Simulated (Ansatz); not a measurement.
**Molecular dynamics of CH8AlN (part 3 of 3)**

CH8AlN; RKS LDA/6-31G* (Ansatz 0.2.0). It belongs to a series of runs on one base structure; here: dynamics from the highest image of the converged band.

Geometry of the input (Å):
```
Al 0.1360  -0.4884  -0.0862
H  -0.4439  0.4197  1.4356
H  1.6554  -0.0196  -0.2676
H  -1.0639  -0.2814  -1.1247
N  -0.0967  -1.9216  1.1165
H  -0.9206  -2.5252  1.0236
C  1.0019  -2.5530  1.8104
H  1.4629  -3.3849  1.2365
H  1.8003  -1.8050  1.9833
H  0.7033  -2.9497  2.8016
H  -0.4398  -0.5330  1.6269
```

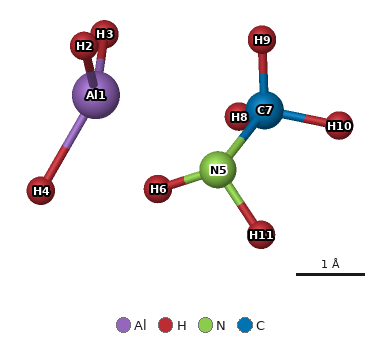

*The geometry at step 111 of the log (ball-and-stick view, seen at a tilt; atoms are numbered from 1 in the order of the input).*

### Trajectory as extended XYZ, continued
```
11
Properties=species:S:1:pos:R:3:forces:R:3 step=22 time_fs=11.0 energy=-9199.63142 temperature=247.1
Al    0.1351   -0.4785   -0.0800    0.4156   0.5936  -0.2068
H    -0.4108    0.3620    1.4178    0.0338   0.1643  -0.1143
H     1.6187    0.0400   -0.4224    0.0523  -0.1981   0.1921
H    -0.9683   -0.2697   -1.1741   -0.4725  -0.0903  -0.2369
N    -0.0967   -1.9387    1.1178   -1.6629  -0.1783  -0.3047
H    -1.0060   -2.4999    1.0179    1.5572   0.6207   0.2782
C     1.0009   -2.5508    1.8085    0.1114  -0.0564   0.6786
H     1.4486   -3.4395    1.3186   -0.0693   0.1299  -0.1968
H     1.7981   -1.7874    1.9465   -0.0217  -0.1406  -0.1787
H     0.7074   -2.8497    2.8323    0.0091  -0.1628   0.0879
H    -0.4001   -0.6886    1.6186    0.0470  -0.6820   0.0014
11
Properties=species:S:1:pos:R:3:forces:R:3 step=33 time_fs=16.5 energy=-9199.91726 temperature=492.1
Al    0.1360   -0.4641   -0.0829    0.1714   1.7970  -0.4255
H    -0.3885    0.3448    1.3550    0.1980   0.5325  -0.4388
H     1.6321    0.0004   -0.4343    0.1658  -0.3641   0.0620
H    -0.9789   -0.3251   -1.1772   -0.3914  -0.2279  -0.3689
N    -0.1142   -1.9282    1.1102    2.2353  -0.1724   1.1571
H    -0.8825   -2.5375    1.0868   -2.0247  -1.1593  -0.3093
C     1.0066   -2.5580    1.8420    0.0101   0.5025  -1.2153
H     1.4266   -3.4056    1.2668   -0.2777  -0.1409   0.1086
H     1.8097   -1.7908    1.7802   -0.0038  -0.1988   0.8456
H     0.6635   -2.8772    2.8423    0.5013   0.1533   0.0850
H    -0.3433   -0.9855    1.6194   -0.5844  -0.7219   0.4994
11
Properties=species:S:1:pos:R:3:forces:R:3 step=44 time_fs=22.0 energy=-9200.28418 temperature=806.8
Al    0.1381   -0.4326   -0.0904   -0.7350   1.1977  -0.8893
H    -0.3204    0.4637    1.1910   -0.0151   0.4773   0.0095
H     1.6877   -0.1399   -0.4279    0.0461  -0.3821  -0.0693
H    -1.0788   -0.4402   -1.2626    0.6557  -0.2333   0.4778
N    -0.1112   -1.9484    1.1147   -2.4861  -1.1503   3.0737
H    -0.9439   -2.6558    1.0795    1.5870   1.1254  -0.5524
C     1.0121   -2.5574    1.8498    0.2212  -0.3542  -1.0556
H     1.3462   -3.4119    1.2425    0.2024  -0.2640   0.2279
H     1.8362   -1.8278    1.8220    0.0965   0.0879   0.3506
H     0.7407   -2.8724    2.8755    0.1353   0.0605  -0.1326
H    -0.4915   -1.2631    1.8658    0.2920  -0.5648  -1.4403
11
Properties=species:S:1:pos:R:3:forces:R:3 step=56 time_fs=28.0 energy=-9200.62829 temperature=1100.7
Al    0.1336   -0.3841   -0.1084    0.2786   0.0095  -0.0216
H    -0.2444    0.7382    0.9988   -0.0416   0.0031   0.0428
H     1.7498   -0.4134   -0.4384   -0.4047  -0.1619  -0.0044
H    -1.0139   -0.6384   -1.2338    0.1647  -0.0770   0.0619
N    -0.1371   -1.9943    1.1753    1.1399   0.8383  -0.1118
H    -0.8075   -2.6778    0.8889   -0.5267  -1.2315  -0.8152
C     1.0256   -2.5654    1.8326    0.9476  -0.6628   0.3663
H     1.3177   -3.4825    1.2813    0.3760   0.3709   0.0822
H     1.8814   -1.8514    1.9576   -0.4542  -0.1608  -0.8328
H     0.8511   -2.8592    2.8820   -0.5062  -0.2692   0.0542
H    -0.6376   -1.5281    1.8932   -0.9733   1.3414   1.1784
11
Properties=species:S:1:pos:R:3:forces:R:3 step=67 time_fs=33.5 energy=-9200.41719 temperature=923.1
Al    0.1318   -0.3384   -0.1250    0.6750  -0.4081   0.9988
H    -0.1854    0.9960    0.8286    0.0615  -0.5270  -0.3050
H     1.7033   -0.7115   -0.4507   -0.2653   0.1986   0.0562
H    -0.9064   -0.8501   -1.1896   -0.4743  -0.0212  -0.4038
N    -0.1614   -2.0262    1.2374   -2.3041   0.6941  -0.1453
H    -0.6317   -2.7769    0.6201    0.3793   1.4409   1.2190
C     1.0517   -2.5889    1.8277   -0.6119  -0.1470   1.4997
H     1.3998   -3.4907    1.3164    0.0150  -0.0255  -0.4846
H     1.8640   -1.8639    1.8869    0.2649   0.3900  -0.2797
H     0.8426   -2.9079    2.8738    0.1083  -0.0385  -0.1339
H    -0.9142   -1.6065    1.9840    2.1516  -1.5564  -2.0214
11
Properties=species:S:1:pos:R:3:forces:R:3 step=78 time_fs=39.0 energy=-9200.12164 temperature=670.8
Al    0.1358   -0.2980   -0.1332   -0.2689  -1.6208   0.0034
H    -0.1135    1.1241    0.5881   -0.0135  -0.1402  -0.0069
H     1.5867   -0.9576   -0.4472    0.1564   0.3674   0.0932
H    -0.8980   -1.0486   -1.2229    0.0996   0.5704   0.3627
N    -0.2025   -2.0482    1.2865    5.5285  -0.3600  -4.2075
H    -0.4292   -2.6532    0.5003   -0.8997  -0.0519  -0.1640
C     1.0702   -2.6141    1.8505   -0.2823   0.9206  -0.6096
H     1.4731   -3.4676    1.2504   -0.5938   0.2833   0.0982
H     1.8620   -1.8218    1.7385   -0.3878  -0.4688   0.6738
H     0.8545   -2.9726    2.8613    0.4614   0.0872   0.4214
H    -0.9189   -1.8895    1.8663   -3.7999   0.4130   3.3354
11
Properties=species:S:1:pos:R:3:forces:R:3 step=89 time_fs=44.5 energy=-9199.86265 temperature=446.9
Al    0.1378   -0.2747   -0.1403   -0.3233  -2.0190  -0.0795
H    -0.0443    1.2157    0.3433   -0.0353   0.2454   0.2155
H     1.5079   -1.0986   -0.4174    0.2914   0.4487   0.1145
H    -0.8823   -1.0999   -1.1759   -0.0487   0.5487   0.2865
N    -0.1967   -2.0621    1.2975   -2.5175  -0.0242   1.6671
H    -0.4495   -2.5299    0.4054    0.0574  -0.1535   0.3083
C     1.0760   -2.6230    1.8662   -1.1764   0.0571  -0.4951
H     1.4179   -3.4111    1.1882    0.0973  -0.4915   0.0925
H     1.8182   -1.8403    1.7532    0.5293   0.4442   0.4145
H     0.9843   -3.0039    2.9106   -0.0425   0.2590  -0.4478
H    -1.1399   -2.2440    1.9760    3.1684   0.6851  -2.0765
11
Properties=species:S:1:pos:R:3:forces:R:3 step=100 time_fs=50.0 energy=-9199.69397 temperature=303.1
Al    0.1371   -0.2708   -0.1474    0.3330  -0.3170   0.5970
H     0.0170    1.3421    0.1535    0.0282  -0.5236   0.1645
H     1.5074   -1.1115   -0.3564    0.1846   0.4110   0.0663
H    -0.8972   -1.0106   -1.0650   -0.7161  -0.1087  -0.4089
N    -0.2110   -2.0737    1.3219    3.5484   1.7759  -2.7617
H    -0.4552   -2.4311    0.3622    0.7891  -0.0217   0.4490
C     1.0629   -2.6247    1.8637    0.8395   0.6854  -1.3799
H     1.3745   -3.4402    1.1745    0.3981   0.1768   0.4359
H     1.8469   -1.8158    1.8771   -0.4175  -0.5522  -0.4289
H     1.0860   -2.9874    2.8973   -0.9107  -0.2112   0.2371
H    -0.8953   -2.4785    1.8209   -4.0765  -1.3146   3.0296
11
Properties=species:S:1:pos:R:3:forces:R:3 step=111 time_fs=55.5 energy=-9199.77023 temperature=367.0
Al    0.1384   -0.2722   -0.1494   -0.4169  -0.2128   0.0641
H     0.0838    1.3459    0.0169   -0.0174  -0.2780   0.3178
H     1.5612   -1.0150   -0.2770    0.0656   0.0668  -0.0276
H    -1.0722   -0.9253   -1.0333    0.1373   0.0443   0.0812
N    -0.2051   -2.0752    1.3348   -1.6183  -1.3154   1.6763
H    -0.3111   -2.3986    0.3703   -0.3239  -0.5027  -0.3873
C     1.0609   -2.6167    1.8390   -0.0139  -0.6381   1.0797
H     1.4357   -3.4613    1.2463    0.1178  -0.1076  -0.2157
H     1.8334   -1.8623    1.9027    0.4871   0.5748  -0.2833
H     0.9658   -2.9990    2.8884   -0.2444   0.1838  -0.4285
H    -1.0056   -2.6561    1.9197    1.8272   2.1849  -1.8767
11
Properties=species:S:1:pos:R:3:forces:R:3 step=122 time_fs=61.0 energy=-9199.78596 temperature=376.3
Al    0.1358   -0.2768   -0.1503   -0.7271  -0.8728  -0.1032
H     0.1439    1.2878   -0.0283   -0.1090   0.5222   0.4381
H     1.6311   -0.8949   -0.2072   -0.1306  -0.1662  -0.1628
H    -1.2200   -0.8353   -0.9914    0.7212   0.0514   0.2710
N    -0.2047   -2.0877    1.3522    2.3006   0.9286  -3.8329
H    -0.2246   -2.4516    0.3636   -0.7339   0.2711   0.5778
C     1.0650   -2.6171    1.8326    0.5090  -0.0067   1.0574
H     1.5158   -3.4816    1.2860   -0.5523   0.2504  -0.1262
H     1.8714   -1.8328    1.8522   -0.6390  -0.3858   0.2324
H     0.7864   -2.9829    2.8251    0.8356  -0.0656   0.6687
H    -0.9980   -2.4789    1.7922   -1.4745  -0.5265   0.9798
11
Properties=species:S:1:pos:R:3:forces:R:3 step=133 time_fs=66.5 energy=-9199.93372 temperature=505.9
Al    0.1268   -0.2886   -0.1512    0.4111   0.2743   0.8282
H     0.1738    1.3322    0.0467   -0.1649  -0.2241   0.3210
H     1.6658   -0.8194   -0.1836   -0.2131  -0.2464  -0.2836
H    -1.1971   -0.7419   -0.8915   -0.1855  -0.3845  -0.3725
N    -0.1790   -2.0839    1.3143   -1.8877   0.4034  -0.3442
H    -0.3272   -2.4921    0.3949   -0.1392  -0.3732  -0.6637
C     1.0733   -2.6223    1.8543   -1.2655  -0.3985   1.0750
H     1.4731   -3.4661    1.2780   -0.0723  -0.2088  -0.1288
H     1.8179   -1.8364    1.8571    0.5031   0.4284   0.1902
H     0.8188   -2.9659    2.8811    0.6385   0.0513  -0.1101
H    -1.1321   -2.3544    1.8011    2.3753   0.6779  -0.5115
11
Properties=species:S:1:pos:R:3:forces:R:3 step=144 time_fs=72.0 energy=-9200.19786 temperature=731.1
Al    0.1211   -0.2987   -0.1439    0.4325   0.3224   0.9956
H     0.1564    1.3269    0.2148   -0.1925  -0.5598   0.1975
H     1.6469   -0.8124   -0.2418   -0.0019  -0.2033  -0.3800
H    -1.2057   -0.7458   -0.8845   -0.2134  -0.2872  -0.4118
N    -0.1621   -2.0721    1.2452   -1.1085   0.3626   0.5083
H    -0.4632   -2.5830    0.3776    0.3610  -0.0120   0.8378
C     1.0621   -2.6310    1.8955    0.2536   0.8681  -0.9986
H     1.3999   -3.4722    1.2552    0.3047   0.2067   0.3869
H     1.8260   -1.8038    1.9032   -0.2129  -0.6592  -0.2919
H     0.9989   -2.9510    2.9478   -0.7189  -0.1648  -0.0531
H    -1.0141   -2.0947    1.8862    1.0963   0.1264  -0.7905
11
Properties=species:S:1:pos:R:3:forces:R:3 step=156 time_fs=78.0 energy=-9200.39663 temperature=900.3
Al    0.1190   -0.3080   -0.1253   -0.3215  -1.3082  -0.1941
H     0.0770    1.1699    0.4719   -0.1265   0.0836   0.3430
H     1.6181   -0.8639   -0.4252   -0.0684   0.1036  -0.2657
H    -1.2500   -0.8267   -0.9872    0.6734   0.2890   0.2477
N    -0.1444   -2.0417    1.1771    1.5532  -0.1411   0.6296
H    -0.5348   -2.7287    0.5123   -0.0421   0.1207   0.2241
C     1.0484   -2.6228    1.9190   -0.2229   0.1772  -1.1122
H     1.4129   -3.4571    1.3159    0.1891  -0.3392  -0.0870
H     1.8360   -1.8807    1.8801    0.5359   0.5605  -0.0166
H     0.9890   -2.9665    2.9768   -0.8904   0.1988  -0.3416
H    -0.8296   -1.8533    1.8827   -1.2797   0.2553   0.5730
11
Properties=species:S:1:pos:R:3:forces:R:3 step=167 time_fs=83.5 energy=-9200.36339 temperature=876.9
Al    0.1148   -0.3290   -0.1093    0.3733  -1.1839  -0.3355
H    -0.0323    1.0149    0.7976    0.0375  -0.2697   0.0250
H     1.5714   -0.8819   -0.6678   -0.1950   0.4331   0.1073
H    -1.1297   -0.8309   -1.0319   -0.0354   0.2971   0.0096
N    -0.1097   -2.0177    1.1353   -1.3413   1.1041   3.1060
H    -0.6110   -2.8168    0.7154   -0.2804   0.4630  -0.1968
C     1.0375   -2.6060    1.9100    0.5570   0.4220  -0.9593
H     1.4616   -3.4928    1.3799   -0.5100   0.2101  -0.0075
H     1.9052   -1.8875    1.8605   -0.7087  -0.2048   0.5586
H     0.7412   -2.9340    2.9266    0.2335   0.3007  -0.0966
H    -0.8305   -1.5503    1.9057    1.8697  -1.5717  -2.2108
11
Properties=species:S:1:pos:R:3:forces:R:3 step=178 time_fs=89.0 energy=-9200.26090 temperature=787.5
Al    0.1146   -0.3620   -0.0961    0.6924  -0.2357   0.0500
H    -0.1296    0.7880    1.1225    0.2372  -0.5079  -0.5898
H     1.4809   -0.7837   -0.8834    0.1463   0.4054   0.3362
H    -1.0289   -0.7559   -1.0824   -0.8525   0.1196  -0.3344
N    -0.0807   -1.9864    1.1277    1.5971  -2.5155  -2.7126
H    -0.7260   -2.7612    0.8715    0.4260   0.3051  -0.6902
C     1.0313   -2.5816    1.8822   -1.2739  -0.0493   0.5805
H     1.3992   -3.5035    1.4220   -0.0284  -0.1001  -0.3362
H     1.8607   -1.8895    1.9745    0.3575   0.4754   0.1857
H     0.5509   -2.8286    2.8484    0.8989  -0.2125   0.3656
H    -0.6548   -1.4860    1.6966   -2.2006   2.3158   3.1451
11
Properties=species:S:1:pos:R:3:forces:R:3 step=189 time_fs=94.5 energy=-9200.02491 temperature=586.6
Al    0.1201   -0.3986   -0.0841   -0.4181  -0.1322  -1.1231
H    -0.1642    0.4479    1.2987    0.1954   0.5502  -0.3268
H     1.4293   -0.5712   -1.0078    0.3348   0.2357   0.3676
H    -1.1192   -0.6368   -1.1858    0.1223   0.2005   0.6564
N    -0.0512   -1.9715    1.1048   -2.5274   2.6134   1.8677
H    -0.7777   -2.6488    0.8540   -0.0117  -0.3240  -0.2513
C     1.0067   -2.5565    1.8667    0.3733  -0.3555   1.4661
H     1.3235   -3.5083    1.3939    0.4312   0.4198   0.0744
H     1.8316   -1.8320    2.1207   -0.3088  -0.4546  -0.8440
H     0.5834   -2.7827    2.8627    0.2435  -0.5543   0.1558
H    -0.6156   -1.2138    1.8152    1.5656  -2.1990  -2.0428
11
Properties=species:S:1:pos:R:3:forces:R:3 step=200 time_fs=100.0 energy=-9199.85163 temperature=438.9
Al    0.1227   -0.4351   -0.0839   -0.0601   1.3197  -1.7276
H    -0.1388    0.2580    1.3754    0.2299   1.2626  -0.2359
H     1.4589   -0.2951   -1.0209   -0.0212  -0.1098   0.4954
H    -1.1967   -0.4719   -1.1278    0.3521  -0.1387   0.6611
N    -0.0578   -1.9311    1.1001    1.3986  -5.0163  -2.6166
H    -0.7895   -2.5854    0.7714    0.1042   0.0182   0.3483
C     0.9846   -2.5424    1.8830    0.3774  -1.1967   0.5695
H     1.3628   -3.4290    1.3647    0.3978  -0.0684  -0.1335
H     1.7829   -1.8318    2.0729    0.5703   0.4736  -0.3050
H     0.6871   -2.8703    2.9088   -0.4147   0.0236  -0.3954
H    -0.3918   -1.2730    1.6734   -2.9343   3.4323   3.3397
```

### Summary

```csv
quantity,value
outcome,finished
mean temperature over the second half,606 K
trajectory,"200 steps, 100 fs"
ensemble,nve
temperature in the input,300.0 K
time step,0.5 fs
potential energy (last step),−9199.8517 eV
mean-field energy (last step),−9199.8517 eV
largest force (length of the vector) (last step),5.828 eV/Å
hardware,"1 thread of Arm Neoverse V2, 24 GiB of memory available, shared host"
wall time,4 min
peak memory,0.1 GiB
```

### Notes

So short a trajectory is not equilibrated.
